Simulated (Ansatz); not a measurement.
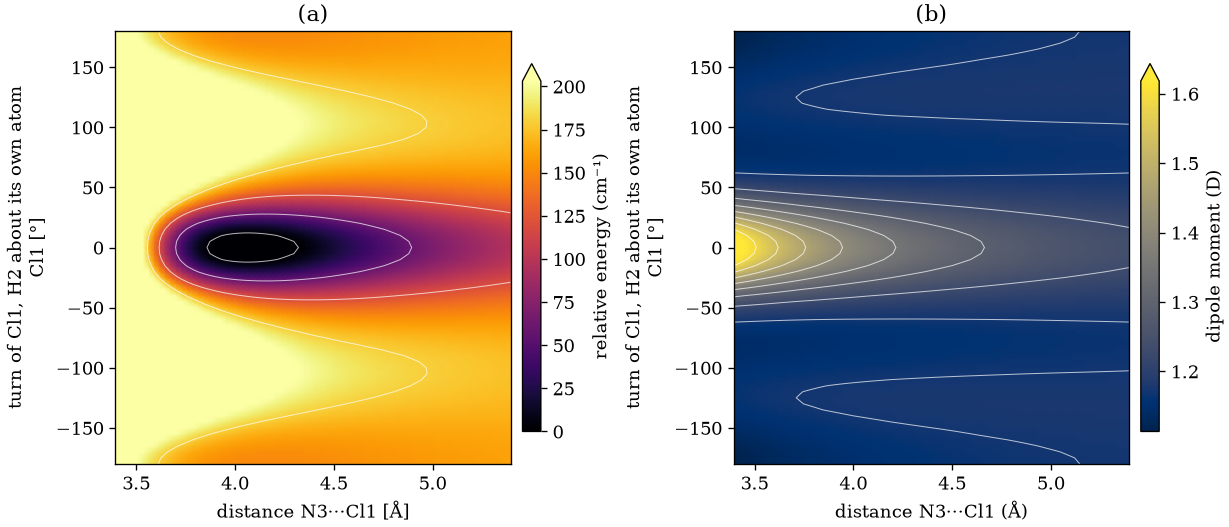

The pair ClH···N₂. The turn is about an axis along (−0.68, −0.73, −0.04) in the frame of the relaxed pair, normal to the line between the partners. Coordinates scanned: (1) distance N3···Cl1; (2) turn of Cl1, H2 about its own atom Cl1. The grid has 15 × 15 points; 167 points were computed and 58 follow by symmetry. Points are written as (first, second). Energies are in cm⁻¹, from the lowest grid point. Computed with RHF/def2-TZVPD in Ansatz.

Panel (a) is the energy and panel (b) the computed dipole moment on the same grid.

The picture shows a smooth colour map with a few white contour lines, one colour for all values above the top of the scale. Between grid points the surface is interpolated.

> How does the dipole moment vary over the map, and what is it at the lowest grid point?

Leaving out the highest fifth of the energies, it runs from 1.11 D at (3.395 Å, −180°) to 1.54 D at (3.527 Å, −12°). At the lowest grid point, (4.006 Å, −12°), it is 1.37 D.
